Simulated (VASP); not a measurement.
# A VASP study of Nickel (LDA): structure first, properties next, part 3 of 4

How well does LDA reproduce what experiment finds for Nickel? The cell is relaxed first, and properties follow on it. Left out of this account: 1 further run (phonons: it ended without a result to show). The start is a cell from a database of measured crystal structures.

VASP 6.6.1, plane waves and PAW; the level of theory is named at each step.

Still holding for the runs below: The magnetic order is the only one that the search above brought to convergence with its moments; longer or canted patterns were not tried. The k-mesh is coarse for a metal.

So far, moment of the cell, from the last line of the log (μB): step 2 (magnetic order: ferromagnetic) 0.571; step 6 (relaxing cell and atoms (LDA)) 0.571. The relaxed cell has a = 3.420 Å (conventional setting).

**7. Second relaxation**

Level of this step: LDA, spin-polarised from a ferromagnetic start (one magnetic atom a cell); plane waves and PAW (Ni) (VASP).

The basis stayed that of the start cell while the cell moved. A rerun from the cell reached resets it; the error of the finite cutoff stays.

The input, INCAR:

```
SYSTEM = Ni
PREC = Accurate
ENCUT = 400
EDIFF = 1E-06
NELM = 100
ISMEAR = 1
SIGMA = 0.2
LREAL = .FALSE.
ALGO = Normal
GGA = CA
NBANDS = 12
ISPIN = 2
MAGMOM = 0.58
LASPH = .TRUE.
LMAXMIX = 4
LORBIT = 11
LWAVE = .FALSE.
LCHARG = .FALSE.
KPAR = 4
IBRION = 2
NSW = 60
ISIF = 3
EDIFFG = -0.01
```

The input, POSCAR:

```
Ni
1.0
    0.0000000000      1.7099876227      1.7099876227
    1.7099876227      0.0000000000      1.7099876227
    1.7099876227      1.7099876227      0.0000000000
Ni
1
Direct
    0.0000000000      0.0000000000      0.0000000000
```

The input, KPOINTS:

```
Automatic mesh
0
Gamma
11 11 11
0 0 0
```

PAW data sets: Ni (LDA family, release 64).

On the command line:

```sh
$ mpirun -np 4 vasp_std
```

Log:

```text
[... set-up lines as in an earlier step ...]
 entering main loop
       N       E                     dE             d eps       ncg     rms          rms(c)
DAV:   1     0.248720429690E+02    0.24872E+02   -0.38552E+03  2864   0.905E+02
DAV:   2    -0.681752100236E+01   -0.31690E+02   -0.29716E+02  2920   0.155E+02
DAV:   3    -0.768922050995E+01   -0.87170E+00   -0.86822E+00  3056   0.282E+01
DAV:   4    -0.769593409078E+01   -0.67136E-02   -0.67124E-02  3088   0.223E+00
DAV:   5    -0.769605745433E+01   -0.12336E-03   -0.12336E-03  3200   0.285E-01    0.110E+01
DAV:   6    -0.689641590339E+01    0.79964E+00   -0.13937E+01  3436   0.508E+01    0.561E+00
DAV:   7    -0.661124639468E+01    0.28517E+00   -0.22310E+00  3368   0.190E+01    0.218E+00
DAV:   8    -0.658796605863E+01    0.23280E-01   -0.30521E-02  3848   0.158E+00    0.933E-01
DAV:   9    -0.658552609355E+01    0.24400E-02   -0.12471E-03  3948   0.252E-01    0.265E-01
DAV:  10    -0.658481849267E+01    0.70760E-03   -0.58724E-04  3820   0.155E-01    0.552E-02
DAV:  11    -0.658482979172E+01   -0.11299E-04   -0.72347E-06  3092   0.248E-02    0.231E-02
DAV:  12    -0.658482791613E+01    0.18756E-05   -0.78357E-06  2388   0.184E-02    0.502E-03
DAV:  13    -0.658482812493E+01   -0.20880E-06   -0.33218E-07  1576   0.394E-03
   1 F= -.65848281E+01 E0= -.65849166E+01  d E =-.658483E+01  mag=     0.5708
 curvature:   0.00 expect dE= 0.000E+00 dE for cont linesearch  0.000E+00
 trial: gam= 0.00000 g(F)=  0.293E-64 g(S)=  0.337E-04 ort = 0.000E+00 (trialstep = 0.100E+01)
 search vector abs. value=  0.337E-04
 bond charge predicted
       N       E                     dE             d eps       ncg     rms          rms(c)
DAV:   1    -0.658565957868E+01   -0.83166E-03   -0.11489E-02  3384   0.157E+00    0.241E-01
DAV:   2    -0.658505750617E+01    0.60207E-03   -0.10217E-02  3428   0.128E+00    0.112E-01
DAV:   3    -0.658484270593E+01    0.21480E-03   -0.13622E-03  3404   0.496E-01    0.393E-02
DAV:   4    -0.658482397684E+01    0.18729E-04   -0.12816E-05  3216   0.232E-02    0.218E-02
DAV:   5    -0.658482144673E+01    0.25301E-05   -0.47132E-06  2948   0.127E-02    0.368E-03
DAV:   6    -0.658482152183E+01   -0.75105E-07   -0.74751E-08  1452   0.269E-03
   2 F= -.65848215E+01 E0= -.65849257E+01  d E =0.660310E-05  mag=     0.5709
 trial-energy change:    0.000007  1 .order    0.000006   -0.000034    0.000045
 step:   0.4263(harm=  0.4263)  dis= 0.00000  next Energy=    -6.584835 (dE=-0.718E-05)
 bond charge predicted
       N       E                     dE             d eps       ncg     rms          rms(c)
DAV:   1    -0.658511173904E+01   -0.29029E-03   -0.37725E-03  3376   0.899E-01    0.138E-01
DAV:   2    -0.658491294830E+01    0.19879E-03   -0.33799E-03  3412   0.736E-01    0.647E-02
DAV:   3    -0.658484200255E+01    0.70946E-04   -0.45123E-04  3392   0.286E-01    0.228E-02
DAV:   4    -0.658483568153E+01    0.63210E-05   -0.42620E-06  2964   0.134E-02    0.125E-02
DAV:   5    -0.658483486683E+01    0.81470E-06   -0.15595E-06  1804   0.736E-03
   3 F= -.65848349E+01 E0= -.65849300E+01  d E =-.674190E-05  mag=     0.5709
 curvature:  -0.21 expect dE=-0.101E-06 dE for cont linesearch -0.101E-06
 trial: gam= 0.00000 g(F)=  0.411E-69 g(S)=  0.473E-06 ort =-0.399E-05 (trialstep = 0.885E+00)
 search vector abs. value=  0.473E-06
 reached required accuracy - stopping structural energy minimisation
```

Wall time 3.8 s (4 MPI ranks of Intel Xeon 6975P-C (Granite Rapids), shared host); peak memory 0.47 GiB; 12 s of CPU time.

From OUTCAR (step 7):

```text
   ENCUT  =  400.0 eV  29.40 Ry    5.42 a.u.   3.94  3.94  3.94*2*pi/ulx,y,z

   NELECT =      10.0000    total number of electrons

 E-fermi :  10.2895

 spin component 1
 k-point     1 :       0.0000    0.0000    0.0000
  band No.  band energies     occupation
    ...
      2       7.7310      1.00000
      3       7.7310      1.00000
      4       7.7310      1.00000
      5       9.0316      1.00000
      6       9.0316      1.00000
      7      34.7956      0.00000
      8      39.2325      0.00000
      9      39.2325      0.00000
     10      39.2325      0.00000
     11      42.5204      0.00000
    ...

 k-point     2 :       0.0909    0.0000    0.0000
  band No.  band energies     occupation
    ...
      2       7.6367      1.00000
      3       7.8098      1.00000
      4       7.8098      1.00000
      5       8.9992      1.00000
      6       8.9992      1.00000
      7      33.6208      0.00000
      8      36.5420      0.00000
      9      38.6321      0.00000
     10      38.6321      0.00000
     11      43.4397      0.00000
    ...

  Total        0.0018072      0.0018072      0.0018072      0.0000000      0.0000000      0.0000000
  in kB        0.2898126      0.2898126      0.2898126      0.0000000      0.0000000      0.0000000
  external PRESSURE =       0.2898126 kB  Pullay stress =       0.0000000 kB

  FREE ENERGIE OF THE ION-ELECTRON SYSTEM (eV)
  ---------------------------------------------------
  free  energy   TOTEN  =        -6.5848348668 eV

  energy  without entropy=       -6.5851202034  energy(sigma->0) =       -6.58492998

[... 8 parts as in an earlier step ...]

[... 16 further parts left out ...]
```

Little changed from the start: no atom moved by 0.005 Å and no cell edge by 0.1 %.

Numbers from this step:

```yaml
free_energy_toten: -6.585 eV
energy_at_zero_smearing: -6.585 eV
fermi_energy: 10.29 eV
pressure: 0.02898 GPa
scf_cycles_over_all_ionic_steps: 24
```

It ends with forces that vanish by symmetry and a pressure of 0.03 GPa. The volume moved by only 0.09 %, so the volume is settled.

**8. Single point with fields (LDA)**

A single point on the relaxed cell gives a clean self-consistent state, with density, ELF and potential written out.

Changes to INCAR since step 7:

```diff
@@ -17,7 +17,5 @@
 LWAVE = .FALSE.
-LCHARG = .FALSE.
-KPAR = 4
-IBRION = 2
-NSW = 60
-ISIF = 3
-EDIFFG = -0.01
+LCHARG = .TRUE.
+ISIF = 2
+LELF = .TRUE.
+LVHAR = .TRUE.
```

The input, POSCAR:

```
Ni
1.0
    0.0000000000      1.7094510755      1.7094510755
    1.7094510755      0.0000000000      1.7094510755
    1.7094510755      1.7094510755      0.0000000000
Ni
1
Direct
    0.0000000000      0.0000000000      0.0000000000
```

KPOINTS is that of step 7.

On the command line:

```sh
$ mpirun -np 4 vasp_std
```

Log:

```text
[banner, memory and clock lines left out]
running    4 mpi-ranks, on    1 nodes
 distrk:  each k-point on    4 cores,    1 groups
 distr:  one band on    1 cores,    4 groups

 POSCAR found type information on POSCAR Ni
 POSCAR found :  1 types and       1 ions
 LDA part: xc-table for (Slater(with rela. corr.)+CA(PZ))
 , standard interpolation
 POSCAR, INCAR and KPOINTS ok, starting setup
 FFT: planning ... GRIDC
 FFT: planning ... GRID_SOFT
 FFT: planning ... GRID
 WAVECAR not read
 entering main loop
       N       E                     dE             d eps       ncg     rms          rms(c)
DAV:   1     0.252516699521E+02    0.25252E+02   -0.38036E+03  2812   0.899E+02
DAV:   2    -0.684942796398E+01   -0.32101E+02   -0.30303E+02  2900   0.156E+02
DAV:   3    -0.768940335948E+01   -0.83998E+00   -0.83407E+00  3056   0.282E+01
DAV:   4    -0.769579290417E+01   -0.63895E-02   -0.63884E-02  3104   0.216E+00
DAV:   5    -0.769591012652E+01   -0.11722E-03   -0.11722E-03  3160   0.282E-01    0.110E+01
DAV:   6    -0.689546905994E+01    0.80044E+00   -0.13910E+01  3428   0.508E+01    0.561E+00
DAV:   7    -0.661128597303E+01    0.28418E+00   -0.22241E+00  3376   0.190E+01    0.219E+00
DAV:   8    -0.658794237664E+01    0.23344E-01   -0.30656E-02  3864   0.159E+00    0.933E-01
DAV:   9    -0.658550813838E+01    0.24342E-02   -0.12382E-03  3952   0.251E-01    0.266E-01
DAV:  10    -0.658480207426E+01    0.70606E-03   -0.58412E-04  3776   0.154E-01    0.553E-02
DAV:  11    -0.658481344140E+01   -0.11367E-04   -0.72841E-06  3128   0.249E-02    0.230E-02
DAV:  12    -0.658481154188E+01    0.18995E-05   -0.78611E-06  2368   0.185E-02    0.504E-03
DAV:  13    -0.658481175204E+01   -0.21017E-06   -0.33252E-07  1604   0.394E-03
   1 F= -.65848118E+01 E0= -.65849068E+01  d E =0.285178E-03  mag=     0.5709
```

Wall time 3.8 s (4 MPI ranks); peak memory 0.38 GiB.

From OUTCAR (step 8):

```text
   NELECT =      10.0000    total number of electrons

 E-fermi :  10.2895

 spin component 1
 k-point     1 :       0.0000    0.0000    0.0000
  band No.  band energies     occupation
    ...
      2       7.7309      1.00000
      3       7.7309      1.00000
      4       7.7309      1.00000
      5       9.0315      1.00000
      6       9.0315      1.00000
      7      34.7957      0.00000
      8      39.2324      0.00000
      9      39.2324      0.00000
     10      39.2324      0.00000
     11      42.5203      0.00000
    ...

 k-point     2 :       0.0909    0.0000    0.0000
  band No.  band energies     occupation
    ...
      2       7.6367      1.00000
      3       7.8097      1.00000
      4       7.8097      1.00000
      5       8.9991      1.00000
      6       8.9991      1.00000
      7      33.6207      0.00000
      8      36.5420      0.00000
      9      38.6320      0.00000
     10      38.6320      0.00000
     11      43.4397      0.00000
    ...

  Total       -0.0002171     -0.0002171     -0.0002171     -0.0000000     -0.0000000     -0.0000000
  in kB       -0.0348110     -0.0348110     -0.0348110     -0.0000000     -0.0000000     -0.0000000
  external PRESSURE =      -0.0348110 kB  Pullay stress =       0.0000000 kB

  FREE ENERGIE OF THE ION-ELECTRON SYSTEM (eV)
  ---------------------------------------------------
  free  energy   TOTEN  =        -6.5848117520 eV

  energy  without entropy=       -6.5850969301  energy(sigma->0) =       -6.58490681

[... 9 parts as in an earlier step ...]

[... 15 further parts left out ...]
```

With spin, VASP writes an ELF for each channel.

This step gave:

```yaml
scf_cycles: 13
pressure: -0.003481 GPa
```

Valence electrons inside each PAW sphere by angular momentum. Sphere charges, by row:

| atom | s (e) | p (e) | d (e) | tot (e) |
| --- | --- | --- | --- | --- |
| Ni1 | 0.537 | 0.577 | 8.367 | 9.481 |

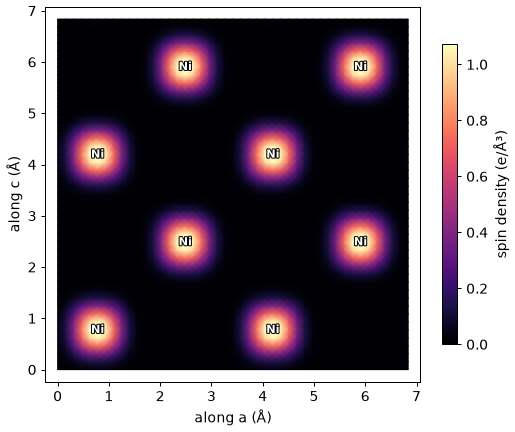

Spin density in the ac plane of the conventional cell at fractional y = 0.000, with atoms of Ni within 0.2 Å of it. The map starts off the cell's origin, so that atoms lie inside it.

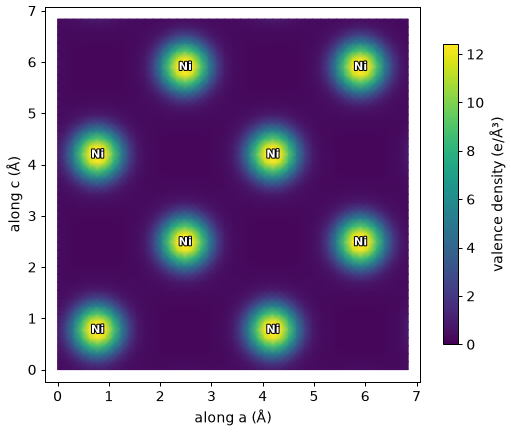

Valence density in the ac plane of the conventional cell at fractional y = 0.000, with atoms of Ni within 0.2 Å of it. It is the smooth field of the valence electrons, not physical close to the nuclei. The map starts off the cell's origin, so that atoms lie inside it.

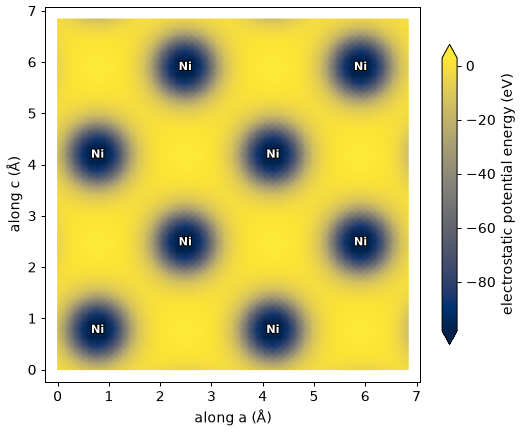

Electrostatic potential energy in the ac plane of the conventional cell at fractional y = 0.000, with atoms of Ni within 0.2 Å of it. With pseudopotentials it is smooth inside the atoms' cores, unlike the true potential. The map starts off the cell's origin, so that atoms lie inside it.

In this run the pressure is 0.00 GPa, small enough to go on.

**9. Bands along the symmetry lines (LDA)**

The mesh alone shows little of the dispersion and can miss band extrema, so KPOINTS_OPT adds a path through the symmetry points after the self-consistent cycle.

The input, INCAR:

```
SYSTEM = Ni
PREC = Accurate
ENCUT = 400
EDIFF = 1E-06
NELM = 100
ISMEAR = 1
SIGMA = 0.2
LREAL = .FALSE.
ALGO = Normal
GGA = CA
NBANDS = 17
ISPIN = 2
MAGMOM = 0.571
LASPH = .TRUE.
LMAXMIX = 4
LORBIT = 11
LWAVE = .FALSE.
LCHARG = .FALSE.
KPAR = 4
```

POSCAR is that of step 8.

KPOINTS is that of step 8.

The input, KPOINTS_OPT:

```
Line mode
16
Line-mode
Reciprocal
  0.00000000   0.00000000   0.00000000 GAMMA
  0.50000000   0.00000000   0.50000000 X

  0.50000000   0.00000000   0.50000000 X
  0.50000000   0.25000000   0.75000000 W

  0.50000000   0.25000000   0.75000000 W
  0.37500000   0.37500000   0.75000000 K

  0.37500000   0.37500000   0.75000000 K
  0.00000000   0.00000000   0.00000000 GAMMA

  0.00000000   0.00000000   0.00000000 GAMMA
  0.50000000   0.50000000   0.50000000 L

  0.50000000   0.50000000   0.50000000 L
  0.62500000   0.25000000   0.62500000 U

  0.62500000   0.25000000   0.62500000 U
  0.50000000   0.25000000   0.75000000 W

  0.50000000   0.25000000   0.75000000 W
  0.50000000   0.50000000   0.50000000 L

  0.50000000   0.50000000   0.50000000 L
  0.37500000   0.37500000   0.75000000 K

  0.62500000   0.25000000   0.62500000 U
  0.50000000   0.00000000   0.50000000 X
```

On the command line:

```sh
$ mpirun -np 4 vasp_std
```

Log:

```text
[... set-up lines as in an earlier step ...]
 entering main loop
       N       E                     dE             d eps       ncg     rms          rms(c)
DAV:   1     0.287142394878E+02    0.28714E+02   -0.32464E+03  4208   0.643E+02
DAV:   2    -0.641001161306E+01   -0.35124E+02   -0.32712E+02  4238   0.134E+02
DAV:   3    -0.769119837587E+01   -0.12812E+01   -0.12408E+01  4799   0.256E+01
DAV:   4    -0.769569402652E+01   -0.44957E-02   -0.44949E-02  4750   0.143E+00
DAV:   5    -0.769570902081E+01   -0.14994E-04   -0.14993E-04  4857   0.814E-02    0.110E+01
DAV:   6    -0.689547573850E+01    0.80023E+00   -0.12664E+01  5319   0.358E+01    0.558E+00
DAV:   7    -0.661103725965E+01    0.28444E+00   -0.20196E+00  4858   0.132E+01    0.219E+00
DAV:   8    -0.658786627751E+01    0.23171E-01   -0.31028E-02  5384   0.110E+00    0.917E-01
DAV:   9    -0.658549164260E+01    0.23746E-02   -0.12639E-03  5947   0.185E-01    0.261E-01
DAV:  10    -0.658480235571E+01    0.68929E-03   -0.59550E-04  5888   0.111E-01    0.546E-02
DAV:  11    -0.658481370009E+01   -0.11344E-04   -0.71221E-06  4450   0.181E-02    0.231E-02
DAV:  12    -0.658481151954E+01    0.21805E-05   -0.79834E-06  4560   0.134E-02    0.546E-03
DAV:  13    -0.658481175359E+01   -0.23405E-06   -0.23221E-07  2477   0.246E-03
   1 F= -.65848118E+01 E0= -.65849068E+01  d E =0.285093E-03  mag=     0.5709
 Start KPOINTS_OPT (optional k-point list driver)
k-point batch [1-56\160]
       N       E                     dE             ncg
DAV:   1     0.660534992670E+04   -0.18813E+05     4209
DAV:   2     0.451584627915E+04   -0.20895E+04     4254
DAV:   3     0.444402806999E+04   -0.71818E+02     4772
DAV:   4     0.444377677658E+04   -0.25129E+00     4682
DAV:   5     0.444377592577E+04   -0.85080E-03     4758
DAV:   6     0.444377592080E+04   -0.49775E-05     4195
DAV:   7     0.444377592067E+04   -0.13046E-06     3818
[...]
k-point batch [113-160\160]
       N       E                     dE             ncg
DAV:   1     0.101035567541E+05   -0.19001E+05     3520
DAV:   2     0.826104584891E+04   -0.18425E+04     3591
DAV:   3     0.819644435298E+04   -0.64601E+02     4011
DAV:   4     0.819623030806E+04   -0.21404E+00     3957
DAV:   5     0.819622960193E+04   -0.70612E-03     3919
DAV:   6     0.819622959825E+04   -0.36890E-05     3413
DAV:   7     0.819622959812E+04   -0.12431E-06     3182
```

Wall time 4.8 s (4 MPI ranks); peak memory 0.49 GiB.

From OUTCAR (step 9):

```text
   k-points           NKPTS =     56   k-points in BZ     NKDIM =     56   number of bands    NBANDS=     17

   NELECT =      10.0000    total number of electrons

 E-fermi :  10.2894

 k-point     5 :       0.3636    0.0000    0.0000
  band No.  band energies     occupation
    ...
      2       7.8320      1.00000
      3       7.8320      1.00000
      4       8.0720      1.00000
      5       9.5414      1.00000
      6       9.5414      1.00000
      7      20.2684      0.00000
      8      33.8934      0.00000
      9      36.6061      0.00000
     10      36.6061      0.00000
     11      40.5171      0.00000
    ...

  Total       -0.0001506     -0.0001506     -0.0001506      0.0000000      0.0000000      0.0000000
  in kB       -0.0241504     -0.0241504     -0.0241504      0.0000000      0.0000000      0.0000000
  external PRESSURE =      -0.0241504 kB  Pullay stress =       0.0000000 kB

 POSITION                                       TOTAL-FORCE (eV/Angst)
 -----------------------------------------------------------------------------------
      0.00000      0.00000      0.00000         0.000000     -0.000000      0.000000
 -----------------------------------------------------------------------------------
    total drift:                                0.000000      0.000000     -0.000000

  FREE ENERGIE OF THE ION-ELECTRON SYSTEM (eV)
  ---------------------------------------------------
  free  energy   TOTEN  =        -6.5848117536 eV

  energy  without entropy=       -6.5850968464  energy(sigma->0) =       -6.58490678

[... 19 parts as in an earlier step ...]

[... 4 further parts left out ...]
```

Numbers from this step:

```
bands    : 17
pressure : -0.002415 GPa
```

Spin up. The electronic bands at the labelled points (eV, zero at the Fermi level; # counts the bands kept):

| point | #2 | #3 | #4 | #5 | #6 | #7 |
| --- | --- | --- | --- | --- | --- | --- |
| Γ | -2.56 | -2.56 | -2.56 | -1.26 | -1.26 | 24.51 |
| X | -4.59 | -0.44 | -0.29 | -0.29 | 2.52 | 10.08 |
| W | -3.30 | -3.30 | -1.34 | -0.29 | 8.28 | 8.28 |
| K | -4.05 | -2.21 | -1.08 | -0.58 | 6.15 | 7.82 |
| Γ | -2.56 | -2.56 | -2.56 | -1.26 | -1.26 | 24.51 |
| L | -2.57 | -2.57 | -0.47 | -0.47 | -0.40 | 6.37 |
| U | -4.05 | -2.21 | -1.08 | -0.58 | 6.15 | 7.82 |
| W | -3.30 | -3.30 | -1.34 | -0.29 | 8.28 | 8.28 |
| L | -2.57 | -2.57 | -0.47 | -0.47 | -0.40 | 6.37 |
| K | -4.05 | -2.21 | -1.08 | -0.58 | 6.15 | 7.82 |
| jump to U | -4.05 | -2.21 | -1.08 | -0.58 | 6.15 | 7.82 |
| X | -4.59 | -0.44 | -0.29 | -0.29 | 2.52 | 10.08 |

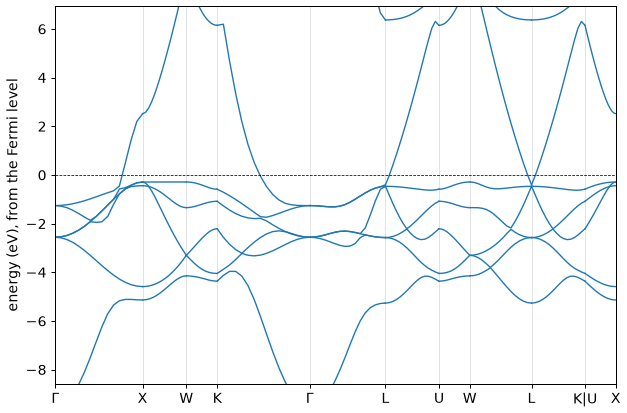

Electronic bands along the path.

Spin down. The electronic bands at the labelled points (eV, zero at the Fermi level; # counts the bands kept):

| point | #1 | #2 | #3 | #4 | #5 | #6 | #7 |
| --- | --- | --- | --- | --- | --- | --- | --- |
| Γ | -9.54 | -1.97 | -1.97 | -1.97 | -0.72 | -0.72 | 24.49 |
| X | -4.80 | -4.10 | 0.13 | 0.38 | 0.38 | 2.57 | 10.35 |
| W | -3.78 | -2.82 | -2.82 | -0.82 | 0.39 | 8.49 | 8.49 |
| K | -3.98 | -3.61 | -1.72 | -0.54 | 0.08 | 6.38 | 8.04 |
| Γ | -9.54 | -1.97 | -1.97 | -1.97 | -0.72 | -0.72 | 24.49 |
| L | -4.90 | -2.05 | -2.05 | -0.37 | 0.16 | 0.16 | 6.74 |
| U | -3.98 | -3.61 | -1.72 | -0.54 | 0.08 | 6.38 | 8.04 |
| W | -3.78 | -2.82 | -2.82 | -0.82 | 0.39 | 8.49 | 8.49 |
| L | -4.90 | -2.05 | -2.05 | -0.37 | 0.16 | 0.16 | 6.74 |
| K | -3.98 | -3.61 | -1.72 | -0.54 | 0.08 | 6.38 | 8.04 |
| jump to U | -3.98 | -3.61 | -1.72 | -0.54 | 0.08 | 6.38 | 8.04 |
| X | -4.80 | -4.10 | 0.13 | 0.38 | 0.38 | 2.57 | 10.35 |

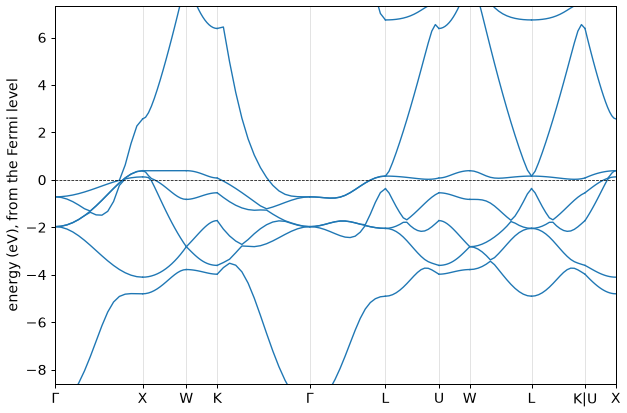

Electronic bands along the path.

There is no gap at this level.

Spin up: of the bands kept, 1 crosses the Fermi level on this path. Spin down: of the bands kept, 4 cross the Fermi level on this path.

(Continued in part 4 of 4.)

[Lines on the potential files, build, host, timing and source positions are cut from VASP's logs without a mark.]

[Logs are printed without paths, hosts, clocks, repeated set-up lines and the standing remarks that a program may print on its own settings, such as how far it seeks lower states.]

[Hosts, paths, dates, database ids (printed as entryN), source tags and the programs' standing remarks are cut or masked in the printed files.]

[A measured line is paired with the nearest computed mode of its activity, which favours agreement.]
